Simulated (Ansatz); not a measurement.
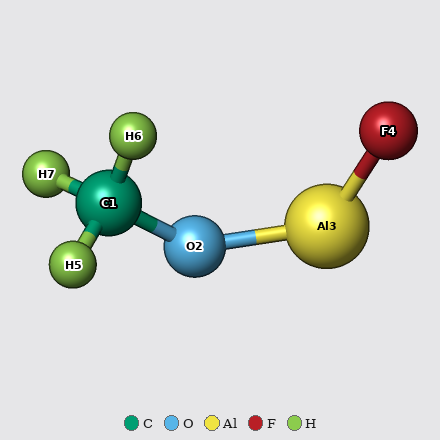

The system is CH₃AlFO, SMILES C[O][Al][F], spin multiplicity 2; the picture shows the grid point nearest to the relaxed geometry. Two internal coordinates are moved rigidly from the geometry relaxed at PBE0-D4/def2-TZVP, all others fixed. Coordinates scanned: (1) bond C1–H7; (2) angle H7–C1–O2. The grid has 5 × 5 points. Energies are in kJ/mol, from the lowest grid point. Level of theory: UHF-CCSD(T), frozen core/def2-TZVPP (Ansatz).

Its coordinates:

```xyz
7

C     0.2558    0.8764    0.1091
O    -0.4129   -0.2007    0.7071
Al   -0.7844   -1.7972    0.3523
F    -0.3100   -2.4869   -1.0768
H     1.0913    1.1920    0.7415
H     0.6496    0.6246   -0.8814
H    -0.4428    1.7424    0.0000
```

Range: bond C1–H7 from 0.985 to 1.313 Å; angle H7–C1–O2 from 91.8 to 127.8°.

### What will the energy surface look like?

The lowest grid point is at bond C1–H7 = 1.118 Å, angle H7–C1–O2 = 109.8°. No other kind of well shows on this grid. The highest grid point, bond C1–H7 = 1.313 Å, angle H7–C1–O2 = 91.8°, lies 85.6 kJ/mol above the lowest. Round the minimum the two coordinates are nearly uncoupled.

```tsv
angle H7–C1–O2 ↓, bond C1–H7 →	0.985	1.039	1.118	1.211	1.313
127.8	57.1	38.4	32.4	46.5	76.9
118.8	30.9	12.9	8.2	23.9	56.0
109.8	21.5	4.0	0.0	16.6	49.8
100.8	29.8	12.5	8.8	25.8	59.2
91.8	57.0	39.7	36.0	52.6	85.6
```

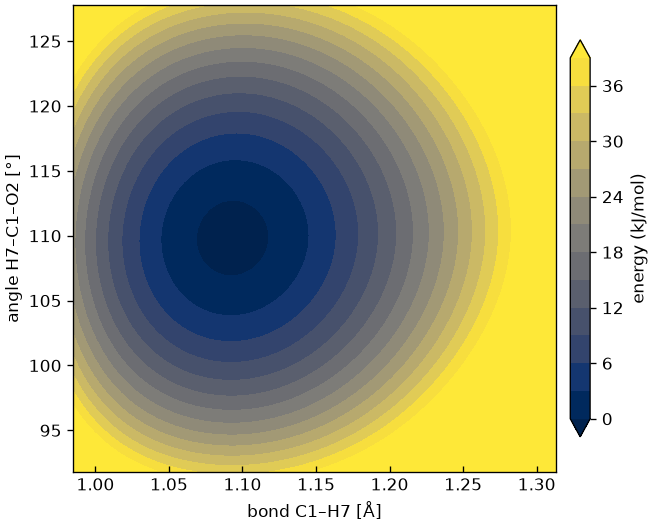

In the figure: filled contours, one colour for all values above the top of the scale. Between grid points the surface is interpolated.
